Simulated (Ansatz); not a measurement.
Run report: C$_{3}$H$_{10}$GeSi, nudged elastic band (part 2 of 2)

Continued. System: C$_{3}$H$_{10}$GeSi. Method: RKS PBE/def2-SVP (Ansatz 0.2.0). It belongs to a series of runs on one base structure; here: band between the two ends.

Geometry of the input (Å):
```
C  -0.0536  1.2710  1.4912
C  -0.3851  0.2875  0.6202
Si -1.9765  0.4563  -0.3939
C  0.4622  -0.9466  0.4382
Ge 1.7631  -0.7759  -1.0639
H  -0.6684  2.1778  1.6103
H  0.8497  1.2023  2.1256
H  -2.6490  1.7609  -0.0673
H  -2.9125  -0.6823  -0.0743
H  -1.6979  0.3976  -1.8739
H  -0.1503  -1.8490  0.2291
H  1.0672  -1.1601  1.3451
H  2.7773  0.3483  -0.7248
H  1.0293  -0.4194  -2.3832
H  2.5225  -2.1191  -1.2491
```

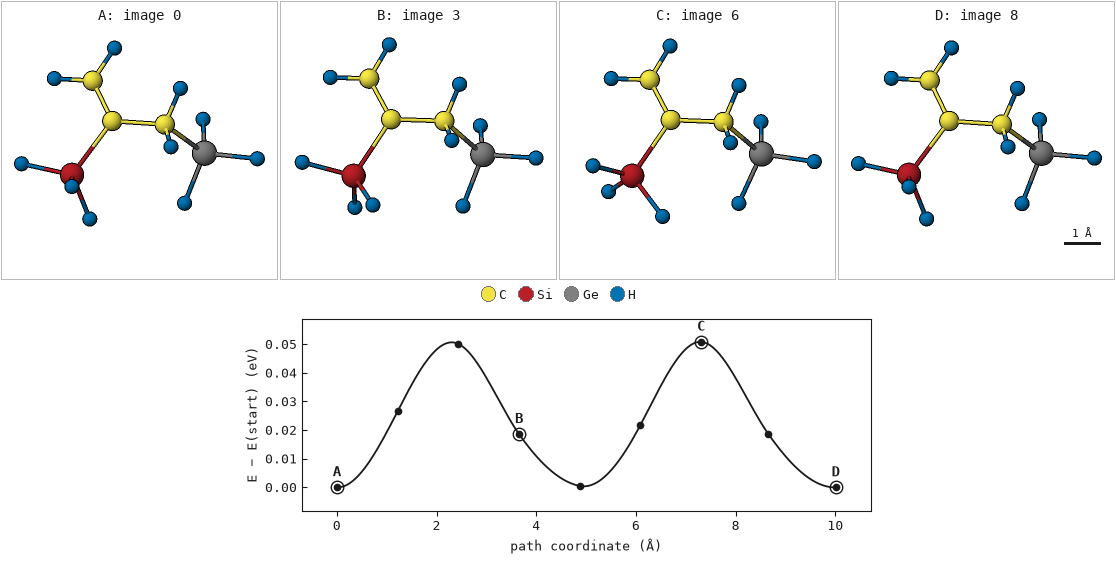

Images of the last band (counted from 0; ball-and-stick, seen at a tilt) above the energy along the path; the line is a cubic interpolation that uses the forces. The highest image is number 6, 0.051 eV above the start and 0.051 eV above the end (the climbing image); start and end have the same energy. The path is 10.00 Å long. The band converged in 14 iterations.

```
Total energy: -67639.40087261 eV, -2485.7021344359 hartree
Atom 0 at    -0.067464     1.261389     1.536691 Å, force    -0.023672     0.037710     0.004259 eV/Å
Atom 1 at    -0.366875     0.279769     0.653543 Å, force     0.008715    -0.006989     0.007192 eV/Å
Atom 2 at    -1.917220     0.474358    -0.434585 Å, force     0.014785     0.013095     0.005691 eV/Å
Atom 3 at     0.490709    -0.948332     0.494378 Å, force    -0.002477     0.001893    -0.022215 eV/Å
Atom 4 at     1.700239    -0.802667    -1.084692 Å, force     0.003334    -0.002797     0.005647 eV/Å
Atom 5 at    -0.684349     2.170912     1.635379 Å, force     0.003315    -0.008047    -0.005017 eV/Å
Atom 6 at     0.811077     1.199987     2.205194 Å, force     0.002836    -0.023566    -0.008773 eV/Å
Atom 7 at    -2.045973    -0.701199    -1.365662 Å, force    -0.000112    -0.006702    -0.003853 eV/Å
Atom 8 at    -1.861484     1.735746    -1.255934 Å, force     0.002192    -0.008310     0.005631 eV/Å
Atom 9 at    -3.153210     0.535162     0.423069 Å, force    -0.009796     0.001077     0.004347 eV/Å
Atom 10 at    -0.115115    -1.865647     0.339374 Å, force    -0.001289     0.001151     0.001034 eV/Å
Atom 11 at     1.136683    -1.115445     1.382084 Å, force     0.004520     0.003274     0.002011 eV/Å
Atom 12 at     2.750183     0.308410    -0.820903 Å, force    -0.000570     0.000880     0.002050 eV/Å
Atom 13 at     0.877385    -0.428014    -2.346695 Å, force    -0.003630    -0.000291     0.001425 eV/Å
Atom 14 at     2.423516    -2.155227    -1.331940 Å, force     0.001851    -0.002378     0.000571 eV/Å
Dipole moment:     0.073574    -0.065131     0.127418 e Å
this run last wrote the band of iteration 14 to [file]
```

### The last band as extended XYZ (Å, eV, eV/Å)
```
15
Properties=species:S:1:pos:R:3:forces:R:3 image=0 energy=-67639.45167
C    -0.0536    1.2710    1.4912   -0.0070  -0.0044   0.0046
C    -0.3851    0.2875    0.6202    0.0011  -0.0053   0.0022
Si   -1.9765    0.4563   -0.3939    0.0020   0.0014   0.0020
C     0.4622   -0.9466    0.4382   -0.0011   0.0030  -0.0015
Ge    1.7631   -0.7759   -1.0639    0.0011   0.0043  -0.0023
H    -0.6684    2.1778    1.6103    0.0044   0.0012  -0.0016
H     0.8497    1.2023    2.1256   -0.0003   0.0023  -0.0036
H    -2.6490    1.7609   -0.0673    0.0010  -0.0010  -0.0018
H    -2.9125   -0.6823   -0.0743    0.0030   0.0019  -0.0017
H    -1.6979    0.3976   -1.8739   -0.0037   0.0000   0.0020
H    -0.1503   -1.8490    0.2291    0.0013   0.0017   0.0004
H     1.0672   -1.1601    1.3451   -0.0011  -0.0014  -0.0005
H     2.7773    0.3483   -0.7248   -0.0028  -0.0027  -0.0016
H     1.0293   -0.4194   -2.3832    0.0038  -0.0028   0.0025
H     2.5225   -2.1191   -1.2491   -0.0013   0.0018   0.0009
15
Properties=species:S:1:pos:R:3:forces:R:3 image=1 energy=-67639.42513
C    -0.0763    1.2139    1.5326    0.0071   0.0087  -0.0090
C    -0.3840    0.2524    0.6297   -0.0006  -0.0053  -0.0030
Si   -1.9683    0.4328   -0.4000   -0.0005   0.0036   0.0005
C     0.4770   -0.9675    0.4247   -0.0014  -0.0032   0.0003
Ge    1.7665   -0.7030   -1.0747   -0.0011   0.0036   0.0082
H    -0.6910    2.1207    1.6560    0.0021   0.0023  -0.0029
H     0.8091    1.1300    2.1898    0.0012   0.0035  -0.0033
H    -2.2818    1.8845   -0.6365   -0.0120   0.0051   0.0181
H    -3.1350   -0.1977    0.3166    0.0012  -0.0192  -0.0012
H    -1.8227   -0.2691   -1.7242    0.0055   0.0120  -0.0104
H    -0.1179   -1.8721    0.1792   -0.0046   0.0004   0.0016
H     1.0833   -1.1989    1.3261   -0.0033  -0.0006   0.0003
H     2.7925    0.3847   -0.6610    0.0029  -0.0030   0.0000
H     1.0149   -0.2300   -2.3468    0.0046  -0.0062  -0.0012
H     2.5118   -2.0314   -1.3823   -0.0012  -0.0017   0.0019
15
Properties=species:S:1:pos:R:3:forces:R:3 image=3 energy=-67639.43307
C    -0.1578    1.1214    1.6810   -0.0303   0.0088   0.0212
C    -0.3844    0.2321    0.6851    0.0203  -0.0265   0.0068
Si   -1.8992    0.4808   -0.4323   -0.0023   0.0071  -0.0005
C     0.5337   -0.9350    0.4280   -0.0134   0.0096  -0.0018
Ge    1.7175   -0.6933   -1.1575    0.0025  -0.0071   0.0095
H    -0.8308    1.9741    1.8699    0.0023  -0.0015  -0.0044
H     0.7115    1.0268    2.3577    0.0076  -0.0071  -0.0086
H    -1.5593    1.2555   -1.6789    0.0066  -0.0071  -0.0149
H    -2.9611    1.2360    0.3179    0.0019   0.0180   0.0005
H    -2.4461   -0.8549   -0.8648   -0.0076  -0.0055   0.0110
H    -0.0379   -1.8690    0.2410    0.0052   0.0025  -0.0045
H     1.2021   -1.1204    1.2958    0.0033  -0.0017  -0.0020
H     2.6985    0.4801   -0.8991   -0.0048   0.0054  -0.0062
H     0.8699   -0.3841   -2.4202    0.0021   0.0005  -0.0003
H     2.5216   -2.0010   -1.3943    0.0066   0.0046  -0.0057
15
Properties=species:S:1:pos:R:3:forces:R:3 image=4 energy=-67639.45120
C    -0.1257    1.0989    1.6343   -0.0264   0.0014   0.0222
C    -0.4007    0.2124    0.6475    0.0159  -0.0206  -0.0145
Si   -1.9711    0.4485   -0.3860   -0.0013   0.0075  -0.0030
C     0.4939   -0.9660    0.3515   -0.0483   0.0005   0.0183
Ge    1.7925   -0.6172   -1.1195    0.0129   0.0128  -0.0089
H    -0.7762    1.9645    1.8416    0.0142  -0.0097  -0.0090
H     0.7617    0.9843    2.2839    0.0119   0.0075  -0.0053
H    -1.6521    0.6269   -1.8480   -0.0040  -0.0016   0.0002
H    -2.7226    1.6549    0.1055    0.0037  -0.0049  -0.0025
H    -2.8510   -0.7713   -0.2716    0.0039   0.0047   0.0034
H    -0.0876   -1.8647    0.0539    0.0103   0.0090   0.0017
H     1.0998   -1.2444    1.2399    0.0075  -0.0034  -0.0028
H     2.7712    0.5023   -0.6776    0.0004   0.0015   0.0036
H     1.0527   -0.1657   -2.4053   -0.0007  -0.0034  -0.0050
H     2.5932   -1.9142   -1.4208   -0.0001  -0.0014   0.0017
15
Properties=species:S:1:pos:R:3:forces:R:3 image=5 energy=-67639.42987
C    -0.0771    1.1675    1.5597   -0.0345  -0.0175   0.0286
C    -0.3880    0.2322    0.6304    0.0077   0.0064  -0.0013
Si   -1.9745    0.4415   -0.3888    0.0027  -0.0073   0.0069
C     0.4719   -0.9815    0.3881    0.0070  -0.0057  -0.0149
Ge    1.7795   -0.6616   -1.0855   -0.0067  -0.0023   0.0150
H    -0.6974    2.0652    1.7168    0.0160   0.0122  -0.0174
H     0.8047    1.0608    2.2184    0.0123   0.0100  -0.0193
H    -1.8074   -0.1509   -1.7631    0.0111   0.0267  -0.0161
H    -2.3330    1.8975   -0.5035   -0.0145  -0.0006   0.0080
H    -3.1193   -0.2866    0.2678   -0.0015  -0.0154   0.0075
H    -0.1223   -1.8747    0.1022   -0.0040   0.0026   0.0005
H     1.0684   -1.2495    1.2858   -0.0018   0.0015   0.0038
H     2.7970    0.4127   -0.6192    0.0025  -0.0039  -0.0016
H     1.0438   -0.1463   -2.3503    0.0032  -0.0046  -0.0011
H     2.5318   -1.9772   -1.4293    0.0003  -0.0022   0.0014
15
Properties=species:S:1:pos:R:3:forces:R:3 image=7 energy=-67639.43304
C    -0.0589    1.3621    1.4970   -0.0178   0.0028   0.0222
C    -0.3531    0.3456    0.6517   -0.0183  -0.0046   0.0008
Si   -1.8887    0.5000   -0.4564    0.0065   0.0025   0.0087
C     0.5041   -0.8887    0.5515    0.0167  -0.0008  -0.0208
Ge    1.6509   -0.9358   -1.0798   -0.0026  -0.0028   0.0174
H    -0.6872    2.2652    1.5698    0.0023  -0.0042  -0.0026
H     0.8247    1.3268    2.1610    0.0034  -0.0031  -0.0085
H    -2.5060   -0.8572   -0.6759   -0.0054   0.0021   0.0147
H    -1.5524    1.0676   -1.8107    0.0066  -0.0086  -0.0140
H    -2.8940    1.4068    0.1989    0.0073   0.0119  -0.0053
H    -0.1116   -1.8125    0.5168   -0.0006   0.0011  -0.0027
H     1.1900   -0.9757    1.4211   -0.0002  -0.0022  -0.0012
H     2.6873    0.2165   -1.0176   -0.0032   0.0047  -0.0052
H     0.7811   -0.7722   -2.3547   -0.0001  -0.0013   0.0004
H     2.3920   -2.2994   -1.1434    0.0054   0.0024  -0.0039
15
Properties=species:S:1:pos:R:3:forces:R:3 image=8 energy=-67639.45171
C     0.0331    1.4344    1.3385   -0.0001   0.0109   0.0002
C    -0.3564    0.3729    0.5923   -0.0046  -0.0059  -0.0039
Si   -1.9667    0.4889   -0.3996    0.0044   0.0003   0.0043
C     0.4403   -0.9059    0.5336    0.0014  -0.0057   0.0060
Ge    1.7013   -0.9659   -1.0105   -0.0010   0.0004   0.0008
H    -0.5434    2.3733    1.3654    0.0011  -0.0033   0.0005
H     0.9503    1.4033    1.9557   -0.0012  -0.0021  -0.0011
H    -2.9352   -0.5680    0.0687    0.0004   0.0002  -0.0009
H    -1.7308    0.2517   -1.8690   -0.0006   0.0000   0.0000
H    -2.5816    1.8478   -0.2101    0.0000   0.0005   0.0001
H    -0.2102   -1.8021    0.4486    0.0023   0.0047  -0.0013
H     1.0645   -1.0361    1.4435   -0.0035   0.0008  -0.0046
H     2.7547    0.1613   -0.8436   -0.0044  -0.0050  -0.0035
H     0.9406   -0.7613   -2.3470    0.0059  -0.0004   0.0057
H     2.4176   -2.3449   -1.0372    0.0001   0.0047  -0.0024
```
